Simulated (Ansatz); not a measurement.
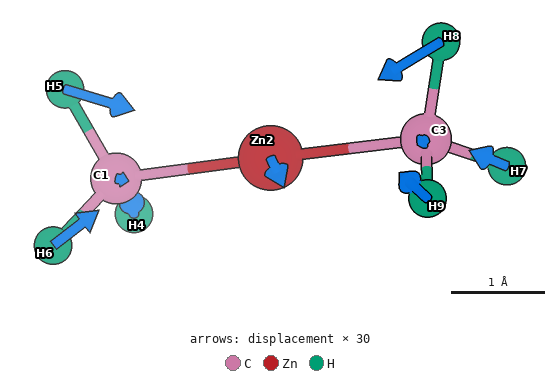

A relaxation of C₂H₆Zn. The starting structure is drawn; blue arrows show the displacements, magnified 30 times. The two geometries are superimposed by the best rigid fit.

Style: ball-and-stick. Shown at a tilt.

These are results of Ansatz, RKS PBE0-D4/def2-TZVP, not measurements.

The input:
```yaml
crystal:
  periodic: [false, false, false]
  atoms:
    - {symbol: C, position_ang: [-0.934947, 1.304629, -1.090150]}
    - {symbol: Zn, position_ang: [0.021992, 0.000705, -0.005343]}
    - {symbol: C, position_ang: [0.958264, -1.313159, 1.085359]}
    - {symbol: H, position_ang: [-1.821883, 0.848236, -1.577823]}
    - {symbol: H, position_ang: [-0.292907, 1.722502, -1.893700]}
    - {symbol: H, position_ang: [-1.296069, 2.156651, -0.476671]}
    - {symbol: H, position_ang: [0.459459, -2.303906, 1.036871]}
    - {symbol: H, position_ang: [2.007760, -1.453527, 0.751734]}
    - {symbol: H, position_ang: [0.986731, -1.008430, 2.152622]}
basis:
  gaussian: {orbitals: def2-TZVP}
hamiltonian: {xc: pbe0, dispersion: d4}
relax: {f_tol: 0.005, max_steps: 200}
```

Which element moves most?

Answer. Hydrogen: up to 0.030 Å, against 0.014 Å for zinc.

Describe the change and its energy.

Answer. The largest moves after the best rigid fit, 0.030 Å, are those of H5 and H8. Largest moves by element: H 0.030 Å, Zn 0.014 Å, C 0.005 Å. Among the contacts that change: C1–H4 1.110 → 1.093 Å, C1–Zn2 1.948 → 1.943 Å. The energy falls by 2.72 kJ/mol in 3 geometry steps. The largest force component goes from 0.51 to 0.0009 eV/Å.
